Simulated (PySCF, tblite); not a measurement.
**C₆H₁₁NS₂Si: geometry, infrared bands and NMR shifts**

Aim: predict the infrared bands and NMR shifts of C₆H₁₁NS₂Si (`CN(Cc1cccs1)[SiH2]S`).

Computed with tblite 0.8.0 and PySCF 2.14.0, with density-fitted response routines of our own, on a single molecule in the gas phase. Atoms are numbered from 0 throughout.

## 1. The molecule as given

21 atoms, charge 0, multiplicity 1; geometry from: force field or distance geometry start.

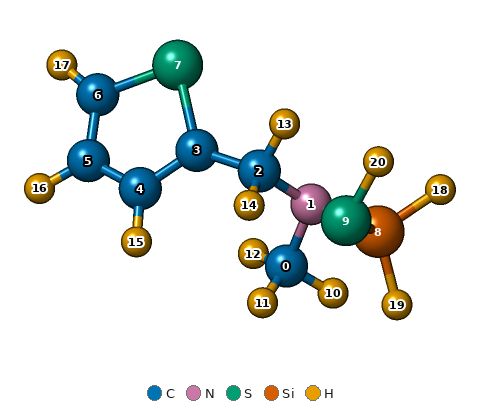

The starting geometry (carbon blue, nitrogen pink, sulfur teal, silicon orange, hydrogen amber), atoms numbered.

## 2. Relaxing the molecule with GFN2-xTB

The job: settings as JSON, then the geometry in Å.

```
{"job": {"kind": "relax", "xc": "GFN2-xTB", "basis": "xTB"}, "charge": 0, "multiplicity": 1}
C     -0.912100    -1.470100    -0.464200
N     -1.166200    -0.488600     0.565700
C     -0.311000     0.669600     0.474600
C      1.127400     0.360300     0.545300
C      1.942500     0.057000    -0.471300
C      3.234400    -0.207100    -0.204100
C      3.617000    -0.151100     1.104700
S      2.257900     0.262500     2.080100
Si    -2.841800     0.098000     0.307500
S     -2.844500     2.125800    -0.362900
H     -1.762200    -2.194600    -0.431900
H     -0.939800    -1.030900    -1.474400
H      0.005100    -2.052000    -0.260800
H     -0.584600     1.306500     1.341500
H     -0.613200     1.227800    -0.433000
H      1.556300     0.037200    -1.512700
H      3.977600    -0.454000    -0.989200
H      4.604800    -0.344100     1.493100
H     -3.606600     0.046700     1.551800
H     -3.540600    -0.737100    -0.695200
H     -3.209200     2.955400     0.717200
```

Run with:

```
> OMP_NUM_THREADS=1 python probes_run.py task.json out
```

This one command runs all jobs of the session in turn.

Output:

```text
step      E/eV     max force
  0    -804.95290    4.198
  1    -805.37244    1.828
  2    -805.55220    1.088
  3    -805.68386    1.066
  4    -805.75921    0.870
  5    -805.88601    0.702
  6    -805.91729    0.427
  7    -805.94952    0.438
  8    -805.97523    0.459
  9    -805.99612    0.415
 10    -806.01238    0.331
 11    -806.02804    0.358
 12    -806.04484    0.482
 13    -806.06150    0.349
 14    -806.07540    0.269
 15    -806.08710    0.284
 16    -806.09818    0.328
 17    -806.10863    0.330
 18    -806.11698    0.190
 19    -806.12261    0.172
 20    -806.12659    0.135
 21    -806.13012    0.147
 22    -806.13402    0.132
 23    -806.13849    0.156
 24    -806.14282    0.146
 25    -806.14624    0.133
 26    -806.14907    0.139
 27    -806.15199    0.140
 28    -806.15506    0.125
 29    -806.15780    0.102
 30    -806.15983    0.122
 31    -806.16143    0.118
 32    -806.16305    0.099
 33    -806.16480    0.111
 34    -806.16645    0.100
 35    -806.16795    0.107
 36    -806.16965    0.121
 37    -806.17203    0.114
 38    -806.17525    0.130
 39    -806.17874    0.133
 40    -806.18159    0.135
 41    -806.18375    0.120
 42    -806.18598    0.114
 43    -806.18900    0.117
 44    -806.19286    0.143
 45    -806.19640    0.213
 46    -806.19938    0.196
 47    -806.20413    0.152
 48    -806.20968    0.128
 49    -806.21477    0.146
 50    -806.22086    0.178
 51    -806.22528    0.166
 52    -806.22974    0.117
 53    -806.23287    0.145
 54    -806.23597    0.122
 55    -806.23819    0.105
 56    -806.24005    0.073
 57    -806.24133    0.097
 58    -806.24278    0.102
 59    -806.24433    0.081
 60    -806.24540    0.064
 61    -806.24609    0.062
 62    -806.24675    0.069
 63    -806.24751    0.067
 64    -806.24846    0.065
 65    -806.24947    0.092
 66    -806.25066    0.104
 67    -806.25224    0.123
 68    -806.25415    0.106
 69    -806.25592    0.097
 70    -806.25768    0.081
 71    -806.25906    0.085
 72    -806.26068    0.081
 73    -806.26267    0.119
 74    -806.26598    0.145
 75    -806.27027    0.147
 76    -806.27515    0.161
 77    -806.27826    0.193
 78    -806.27980    0.240
 79    -806.28533    0.156
 80    -806.28833    0.122
 81    -806.29416    0.174
 82    -806.29667    0.138
 83    -806.29962    0.112
 84    -806.30300    0.140
 85    -806.30599    0.142
 86    -806.30927    0.117
 87    -806.31302    0.145
 88    -806.31598    0.223
 89    -806.32027    0.284
 90    -806.32726    0.245
 91    -806.33442    0.192
 92    -806.34096    0.177
 93    -806.34735    0.170
 94    -806.35083    0.183
 95    -806.35337    0.220
 96    -806.35720    0.135
 97    -806.36029    0.143
 98    -806.36571    0.161
 99    -806.37003    0.148
100    -806.37432    0.125
101    -806.37683    0.126
102    -806.37864    0.174
103    -806.38141    0.113
104    -806.38482    0.098
105    -806.38790    0.099
106    -806.39062    0.103
107    -806.39273    0.133
108    -806.39529    0.111
109    -806.39857    0.115
110    -806.40238    0.122
111    -806.40596    0.129
112    -806.40893    0.176
113    -806.41142    0.105
114    -806.41391    0.072
115    -806.41580    0.102
116    -806.41713    0.128
117    -806.41826    0.073
118    -806.41899    0.078
119    -806.41958    0.051
120    -806.42017    0.059
121    -806.42089    0.063
122    -806.42176    0.076
123    -806.42286    0.075
124    -806.42385    0.063
125    -806.42455    0.053
126    -806.42500    0.044
127    -806.42535    0.041
128    -806.42568    0.037
129    -806.42603    0.047
130    -806.42642    0.052
131    -806.42690    0.047
132    -806.42749    0.049
133    -806.42822    0.064
134    -806.42913    0.064
135    -806.43029    0.074
136    -806.43177    0.103
137    -806.43352    0.105
138    -806.43547    0.104
139    -806.43759    0.093
140    -806.43992    0.090
141    -806.44206    0.102
142    -806.44368    0.132
143    -806.44530    0.105
144    -806.44704    0.110
145    -806.44869    0.092
146    -806.45011    0.099
147    -806.45145    0.083
148    -806.45269    0.093
149    -806.45409    0.093
150    -806.45534    0.121
151    -806.45646    0.102
152    -806.45777    0.076
153    -806.45889    0.060
154    -806.45962    0.059
155    -806.46025    0.057
156    -806.46068    0.062
157    -806.46114    0.048
158    -806.46162    0.046
159    -806.46212    0.055
160    -806.46265    0.059
161    -806.46315    0.042
162    -806.46355    0.038
163    -806.46387    0.034
164    -806.46417    0.033
165    -806.46447    0.036
166    -806.46477    0.040
167    -806.46504    0.041
168    -806.46530    0.036
169    -806.46554    0.035
170    -806.46577    0.034
171    -806.46598    0.029
172    -806.46620    0.031
173    -806.46642    0.028
174    -806.46665    0.032
175    -806.46691    0.034
176    -806.46724    0.039
177    -806.46763    0.040
178    -806.46806    0.054
179    -806.46846    0.068
180    -806.46894    0.064
181    -806.46951    0.048
182    -806.47025    0.055
183    -806.47096    0.062
184    -806.47147    0.086
185    -806.47184    0.056
186    -806.47224    0.046
187    -806.47249    0.031
188    -806.47272    0.041
189    -806.47289    0.035
190    -806.47308    0.031
191    -806.47329    0.042
192    -806.47361    0.044
193    -806.47395    0.048
194    -806.47424    0.045
195    -806.47450    0.038
196    -806.47476    0.038
197    -806.47495    0.028
198    -806.47505    0.027
199    -806.47515    0.022
200    -806.47523    0.016
201    -806.47528    0.013
202    -806.47532    0.013
203    -806.47537    0.015
204    -806.47541    0.016
205    -806.47546    0.017
206    -806.47551    0.016
207    -806.47558    0.020
208    -806.47567    0.022
209    -806.47578    0.019
210    -806.47588    0.020
211    -806.47598    0.020
212    -806.47611    0.022
213    -806.47629    0.029
214    -806.47658    0.040
215    -806.47694    0.044
216    -806.47736    0.047
217    -806.47785    0.047
218    -806.47842    0.087
219    -806.47892    0.076
220    -806.47971    0.049
221    -806.48048    0.050
222    -806.48106    0.063
223    -806.48150    0.043
224    -806.48193    0.040
225    -806.48232    0.040
226    -806.48253    0.056
227    -806.48288    0.036
228    -806.48328    0.044
229    -806.48354    0.055
230    -806.48381    0.034
231    -806.48400    0.032
232    -806.48416    0.022
233    -806.48431    0.029
234    -806.48445    0.025
235    -806.48456    0.027
236    -806.48464    0.027
237    -806.48470    0.018
238    -806.48474    0.018
239    -806.48476    0.013
240    -806.48477    0.009
```

It took 11 s on 1 thread of Intel Xeon at 2.50GHz, shared host; peak memory 0.18 GiB.

Step by step: (not every step is listed)

| step | energy from step 0 (eV) | largest force (eV/Å) |
| --- | --- | --- |
| 0 | 0.0000 | 4.1978 |
| 1 | -0.4195 | 1.8284 |
| 2 | -0.5993 | 1.0881 |
| 3 | -0.7310 | 1.0655 |
| 4 | -0.8063 | 0.8701 |
| 5 | -0.9331 | 0.7016 |
| 6 | -0.9644 | 0.4267 |
| 7 | -0.9966 | 0.4380 |
| 8 | -1.0223 | 0.4590 |
| 30 | -1.2069 | 0.1224 |
| 52 | -1.2768 | 0.1169 |
| 74 | -1.3131 | 0.1454 |
| 96 | -1.4043 | 0.1352 |
| 118 | -1.4661 | 0.0780 |
| 140 | -1.4870 | 0.0900 |
| 162 | -1.5107 | 0.0383 |
| 184 | -1.5186 | 0.0862 |
| 206 | -1.5226 | 0.0161 |
| 228 | -1.5304 | 0.0438 |
| 235 | -1.5317 | 0.0274 |
| 236 | -1.5317 | 0.0267 |
| 237 | -1.5318 | 0.0181 |
| 238 | -1.5318 | 0.0182 |
| 239 | -1.5319 | 0.0132 |
| 240 | -1.5319 | 0.0088 |

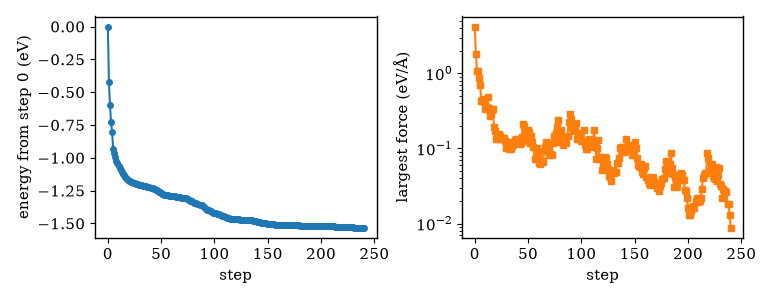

Energy and force, step by step.

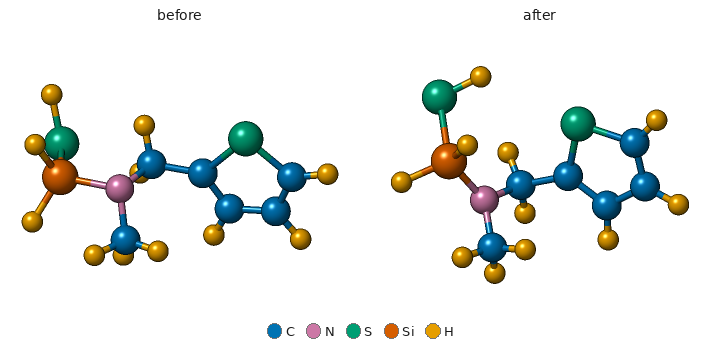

The geometry before (left) and after (right).

Close pairs (by a distance rule), those that changed most:

| bond | before (Å) | after (Å) | change (Å) |
| --- | --- | --- | --- |
| C3–S7 | 1.909 | 1.735 | -0.174 |
| S9–H20 | 1.410 | 1.324 | -0.085 |
| N1–Si8 | 1.794 | 1.715 | -0.079 |
| C4–C5 | 1.345 | 1.414 | +0.069 |
| C4–H15 | 1.111 | 1.076 | -0.035 |
| C5–H16 | 1.109 | 1.075 | -0.034 |
| C0–H10 | 1.117 | 1.086 | -0.031 |
| Si8–H19 | 1.480 | 1.455 | -0.026 |

The final coordinates are the input of the step that follows.

## 3. Harmonic vibrations with GFN2-xTB

The job: settings as JSON, then the geometry in Å.

```
{"job": {"kind": "ir", "xc": "GFN2-xTB", "basis": "xTB"}, "charge": 0, "multiplicity": 1}
C     -1.071467    -1.490034    -1.030430
N     -1.368451    -0.200330    -0.457437
C     -0.373433     0.810565    -0.762561
C      0.926488     0.568460    -0.066420
C      2.056845    -0.003454    -0.562122
C      3.083035    -0.139511     0.401464
C      2.714163     0.322829     1.620987
S      1.108948     0.940784     1.618370
Si    -2.432943    -0.113108     0.884636
S     -2.799841     1.951877     1.345545
H     -1.892247    -2.172357    -0.827892
H     -0.949613    -1.395267    -2.112260
H     -0.153378    -1.919313    -0.615307
H     -0.780701     1.782542    -0.473614
H     -0.200261     0.812679    -1.845301
H      2.160286    -0.311265    -1.587826
H      4.047697    -0.565273     0.190641
H      3.283152     0.346817     2.528878
H     -1.957022    -0.721729     2.129955
H     -3.720475    -0.643007     0.463646
H     -1.689700     2.155039     2.038662
```

Output:

```text
mode    cm-1     km/mol
  1      24.7      0.23
  2      46.4      1.95
  3      59.4      2.62
  4      93.2      0.06
  5     123.9      9.37
  6     158.1      1.04
  7     163.4     32.03
  8     215.7      3.70
  9     249.8      0.68
 10     278.7      5.60
 11     350.1      2.43
 12     408.1      1.17
 13     464.7     10.30
 14     499.3     77.43
 15     521.6     36.76
 16     528.6      0.87
 17     593.0     12.09
 18     600.6     12.95
 19     693.6      8.03
 20     701.6     67.69
 21     718.9      9.75
 22     734.7      7.71
 23     744.0     16.36
 24     762.1    317.13
 25     785.0    216.54
 26     819.5      9.03
 27     848.7     12.53
 28     850.0      0.17
 29     949.7      7.10
 30    1034.4     68.22
 31    1062.1     12.78
 32    1076.3      2.17
 33    1104.3      9.06
 34    1122.2     38.44
 35    1169.0      2.33
 36    1186.8     42.00
 37    1208.5     24.63
 38    1306.3     12.84
 39    1312.8     38.22
 40    1344.7      9.75
 41    1422.3      0.69
 42    1452.0      6.38
 43    1473.8     18.11
 44    1486.5      3.39
 45    1502.9      6.59
 46    1570.4      1.29
 47    2225.0    244.79
 48    2334.0    216.75
 49    2467.1    143.50
 50    2917.0     53.69
 51    2919.6     27.06
 52    2961.8     23.45
 53    2966.0     33.89
 54    3041.7     30.94
 55    3121.8     14.44
 56    3132.1     28.79
 57    3165.2      8.24
```

It took 4.5 s on 1 thread of Intel Xeon at 2.50GHz, shared host; peak memory 0.18 GiB.

The strongest bands and the atoms that carry them (share of the mass-weighted mode):

| cm⁻¹ | km/mol | atoms |
| --- | --- | --- |
| 499 | 77.4 | H19 39 %, H18 27 %, Si8 11 % |
| 702 | 67.7 | H20 42 %, H18 35 % |
| 762 | 317.1 | H19 26 %, H18 21 %, Si8 20 %, H20 15 % |
| 785 | 216.5 | H19 45 %, H18 43 % |
| 1034 | 68.2 | H10 34 %, C2 15 %, N1 15 %, C0 14 % |
| 2225 | 244.8 | H18 95 % |
| 2334 | 216.8 | H19 95 % |
| 2467 | 143.5 | H20 97 % |

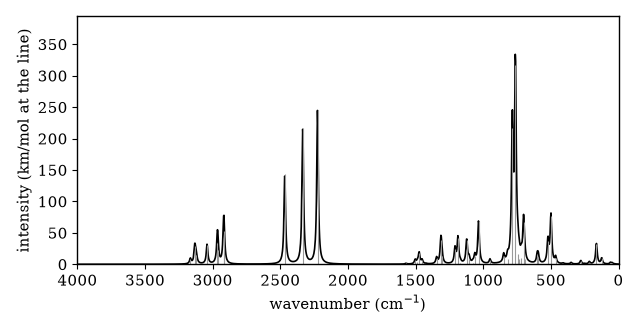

The infrared spectrum from these modes, unscaled. Lines are broadened to a width of 14 cm⁻¹ (Lorentzian).

## 4. NMR shieldings: PBE0/pcSseg-1

Settings changed since step 3:

```diff
@@ -1,2 +1,2 @@
-{"job": {"kind": "ir", "xc": "GFN2-xTB", "basis": "xTB"}, "charge": 0, "multiplicity": 1}
+{"job": {"kind": "nmr", "xc": "PBE0", "basis": "pcSseg-1"}, "charge": 0, "multiplicity": 1}
 C     -1.071467    -1.490034    -1.030430
```

With the program's defaults for keys left out, this is: GIAO PBE0/pcSseg-1 NMR shielding, non-relativistic, gas phase.

Output:

```text
coarse grid: 19272 points
cycle   1  E = -1374.9657655163  dE =  1.557e+00  |g| = 4.541e-01  |ddm| = 4.482e+00
cycle   2  E = -1374.9322204188  dE =  3.355e-02  |g| = 5.878e-01  |ddm| = 1.194e+00
cycle   3  E = -1375.0179308607  dE = -8.571e-02  |g| = 9.990e-02  |ddm| = 7.791e-01
cycle   4  E = -1375.0203946395  dE = -2.464e-03  |g| = 3.913e-02  |ddm| = 1.712e-01
cycle   5  E = -1375.0207621297  dE = -3.675e-04  |g| = 1.228e-02  |ddm| = 4.972e-02
cycle   6  E = -1375.0207941149  dE = -3.199e-05  |g| = 4.273e-03  |ddm| = 1.504e-02
cycle   7  E = -1375.0207979953  dE = -3.880e-06  |g| = 8.220e-04  |ddm| = 5.087e-03
final grid: 172752 points
cycle   8  E = -1375.0826699223  dE = -3.923e-05  |g| = 1.084e-02  |ddm| = 4.778e-02
cycle   9  E = -1375.0826352630  dE =  3.466e-05  |g| = 1.555e-02  |ddm| = 2.919e-02
cycle  10  E = -1375.0826992240  dE = -6.396e-05  |g| = 1.798e-03  |ddm| = 1.998e-02
cycle  11  E = -1375.0827000713  dE = -8.472e-07  |g| = 4.274e-04  |ddm| = 2.354e-03
cycle  12  E = -1375.0827001139  dE = -4.257e-08  |g| = 1.412e-04  |ddm| = 5.065e-04
cycle  13  E = -1375.0827001182  dE = -4.330e-09  |g| = 4.994e-05  |ddm| = 1.789e-04
cycle  14  E = -1375.0827001187  dE = -5.348e-10  |g| = 2.070e-05  |ddm| = 6.629e-05
converged SCF energy = -1375.0827001187

GIAO shielding tensors (ppm)
atom      isotropic    diamagn.    paramagn.     s11        s22        s33       span
  0 C      151.696     245.827     -94.130    128.283    141.231    185.575     57.292
  1 N      227.777     329.379    -101.602    204.461    231.186    247.684     43.223
  2 C      136.081     243.093    -107.012    110.872    137.706    159.665     48.793
  3 C       33.859     264.835    -230.976    -39.274     17.849    123.003    162.277
  4 C       55.564     251.099    -195.534    -26.286     50.956    142.023    168.310
  5 C       56.254     255.024    -198.769    -26.468     44.798    150.433    176.900
  6 C       53.256     263.511    -210.255    -37.490     56.006    141.254    178.744
  7 S      285.773    1059.354    -773.581    143.173    310.994    403.152    259.979
  8 Si     380.708     880.601    -499.893    319.000    379.901    443.222    124.223
  9 S      726.394    1058.230    -331.835    668.228    713.513    797.442    129.214
 10 H       29.203      29.798      -0.595     23.923     27.508     36.177     12.254
 11 H       29.401      30.019      -0.617     25.181     25.701     37.322     12.141
 12 H       29.228      31.268      -2.040     23.607     29.845     34.231     10.625
 13 H       26.572      31.557      -4.986     23.137     25.813     30.765      7.628
 14 H       28.235      31.684      -3.449     22.766     27.792     34.148     11.383
 15 H       24.776      33.066      -8.289     21.740     23.781     28.807      7.067
 16 H       24.663      29.997      -5.334     21.477     24.759     27.752      6.275
 17 H       24.578      31.029      -6.451     21.385     24.390     27.957      6.572
 18 H       26.388      29.958      -3.570     23.012     24.447     31.707      8.696
 19 H       26.736      28.923      -2.187     21.851     25.091     33.267     11.416
 20 H       30.826      32.670      -1.845     21.956     28.846     41.675     19.718
```

It took 2.6 min on 1 thread of Intel Xeon at 2.50GHz, shared host; peak memory 1.1 GiB.

The references, computed at this level on geometries of the same kind, shield at (ppm): 1H TMS 31.72, 13C TMS 186.9, 29Si TMS 349.2, 15N NH3 267.7, 33S CS2 504. Their shielding less the atom's gives the shift. The references are single molecules in the gas phase, so shifts against H2O, NH3, PH3, H3PO4 or CFCl3 are not on the usual liquid scales and can be off by tens of ppm. Atoms listed in one row are averaged.

| atoms | environment | σ (ppm) | δ (ppm) | δ scaled to CDCl3 |
| --- | --- | --- | --- | --- |
| C3 | substituted aromatic carbon next to the ring sulfur | 33.9 | 153.1 | 143.1 |
| C6 | aromatic CH next to the ring sulfur | 53.3 | 133.7 | 124.1 |
| C4 | aromatic CH | 55.6 | 131.4 | 126.3 |
| C5 | aromatic CH | 56.3 | 130.7 | 125.6 |
| C2 | sp3 CH2 bonded to N, on an aromatic ring | 136.1 | 50.8 | 47.7 |
| C0 | methyl carbon bonded to N | 151.7 | 35.2 | 32.5 |
| H17 | hydrogen on an aromatic CH next to the ring sulfur | 24.58 | 7.14 | 6.84 |
| H16 | hydrogen on an aromatic CH | 24.66 | 7.05 | 6.76 |
| H15 | hydrogen on an aromatic CH | 24.78 | 6.94 | 6.65 |
| H18, H19 | hydrogen on a silicon bonded to N, S | 26.56 | 5.15 | – |
| H13, H14 | hydrogen on an sp3 CH2 bonded to N, on an aromatic ring | 27.40 | 4.31 | 4.17 |
| H10, H11, H12 | hydrogen on a methyl carbon bonded to N | 29.28 | 2.44 | 2.41 |
| H20 | hydrogen on a sulfur bonded to Si | 30.83 | 0.89 | – |
| N1 | nitrogen bonded to 2 C, Si | 227.8 | 40.0 | – |
| S7 | aromatic ring sulfur | 286 | 218 | – |
| S9 | sulfur bonded to Si, H | 726 | -223 | – |
| Si8 | silicon bonded to N, S, 2 H | 380.7 | -31.5 | – |

The scaled column applies a straight-line fit of computed shieldings to shifts measured in CDCl3, with any fitted terms for Cl, Br or S neighbours (root-mean-square error 0.16 ppm for H, 1.9 ppm for C).

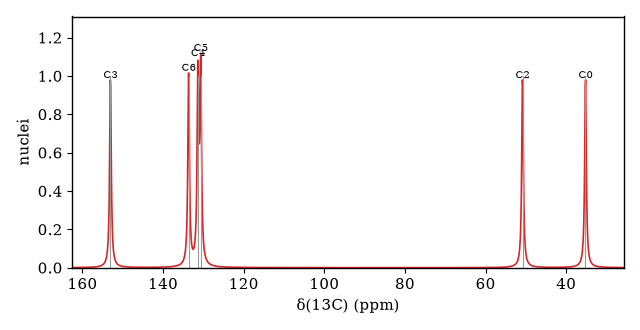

13C lines at the computed shifts, without couplings. Lines are broadened to a width of 0.47 ppm (Lorentzian).

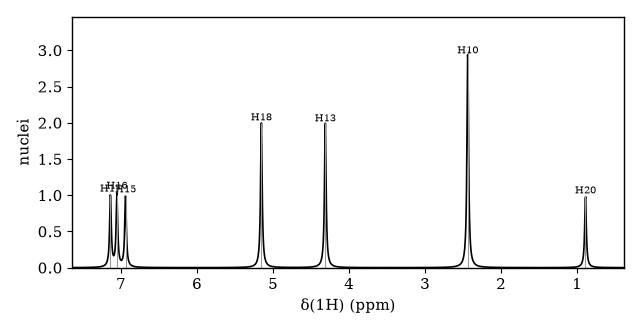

1H lines at the computed shifts, without couplings. Lines are broadened to a width of 0.02 ppm (Lorentzian).

The run also stored atomic charges by several schemes (e):

| atoms | Mulliken | IAO | Hirshfeld | ESP fit |
| --- | --- | --- | --- | --- |
| C0 | -0.06 | -0.30 | -0.07 | -0.54 |
| N1 | -0.77 | -0.52 | -0.18 | 0.00 |
| C2 | 0.11 | -0.15 | -0.03 | -0.50 |
| C3 | -0.42 | -0.16 | -0.03 | 0.16 |
| C4 | -0.01 | -0.20 | -0.07 | -0.20 |
| C5 | -0.04 | -0.18 | -0.07 | -0.23 |
| C6 | -0.26 | -0.32 | -0.08 | -0.27 |
| S7 | 0.25 | 0.31 | 0.11 | 0.04 |
| Si8 | 0.68 | 0.81 | 0.33 | 0.35 |
| S9 | -0.41 | -0.32 | -0.13 | -0.36 |

IAO charges:

C0 -0.30; N1 -0.52; C2 -0.15; C3 -0.16; C4 -0.20; C5 -0.18; C6 -0.32; S7 0.31; Si8 0.81; S9 -0.32; H10 0.14; H11 0.14; H12 0.13; H13 0.16; H14 0.14; H15 0.16; H16 0.16; H17 0.17; H18 -0.15; H19 -0.13; H20 0.10

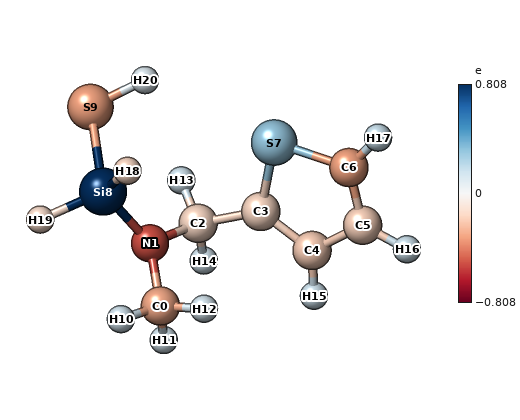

IAO charges, as colours on the atoms.

Mayer bond orders: C0–N1 0.95, N1–C2 0.98, C2–C3 1.01, C3–C4 1.56, C4–C5 1.26, C5–C6 1.60, C6–S7 1.16, N1–Si8 0.97, Si8–S9 1.00, S7–C3 1.15.

Ring of atoms C3, C4, C5, C6, S7: NICS(0) -12.1, NICS(1) -10.9, NICS(1)zz -25.5 ppm (means of both faces).

## 5. What came out

| quantity | value |
| --- | --- |
| strongest single infrared mode (GFN2-xTB) | 762 cm⁻¹, 317 km/mol |
| zero-point energy (GFN2-xTB) | 95.9 kcal/mol |
| 13C shifts against TMS (PBE0/pcSseg-1) | 153.1, 133.7, 131.4, 130.7, 50.8, 35.2 ppm |
| 1H shifts against TMS (PBE0/pcSseg-1, means over atoms taken as alike) | 7.14, 7.05, 6.94, 5.15, 4.31, 2.44, 0.89 ppm |
| 15N shifts against NH3 (PBE0/pcSseg-1) | 40.0 ppm |
| 33S shifts against CS2 (PBE0/pcSseg-1) | 218, -223 ppm |
| 29Si shifts against TMS (PBE0/pcSseg-1) | -31.5 ppm |

What this shows: Over 240 steps the energy fell by 1.532 eV; of the close pairs, C3–S7 changed most, 1.909 to 1.735 Å. All 57 modes are real, so the xTB geometry is a minimum. The strongest single mode, at 762 cm⁻¹, is spread over several atoms, H19, H18, Si8, H20 among them. GFN2-xTB is a fitted tight-binding method: band positions and strengths are rough. Its intensities can rank the bands wrongly. At PBE0/pcSseg-1: The largest span, 260 ppm, is at S7, where the paramagnetic term is -774 ppm. NICS(1)zz of -25 ppm above the planar ring from C3 marks a diatropic (aromatic) ring current.
